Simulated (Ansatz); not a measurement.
# Sr under a change: Li interstitial (started 2.61 Å from the nearest host atom), symmetric start

The reference is a 12-atom supercell of Sr in the fcc (Cu type) structure (space group Fm-3m, No. 225; a = 6.029 Å) at its relaxed geometry.

Perturbation: a neutral Li interstitial (started 2.61 Å from the nearest host atom), symmetric start, atoms relaxed at fixed cell.

Level of theory: PBE in Ansatz (plane waves to 420 eV, PAW, no spin-orbit coupling). k-mesh 5×4×5 (Γ-centred); smearing 0.05 eV (Fermi–Dirac).

```json
[
 {"quantity": "pressure", "base": "0.0 GPa", "changed": "0.7 GPa", "shift": "+0.7 GPa"},
 {"quantity": "final site of the added atom", "base": "–", "changed": "4 Sr at 2.87–3.06 Å (tetrahedral)", "shift": "–"}
]
```

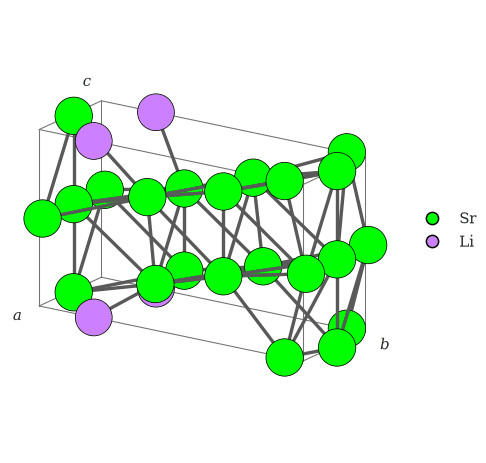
The relaxed cell after the change

In so small a cell the defect repeats every few ångströms: this is an ordered compound, not a dilute defect. The defect started on the symmetric site and kept its symmetry, so it may sit on a saddle. The defect cell is not spin-polarised.

Ansatz is a quantum-chemistry and plane-wave program.
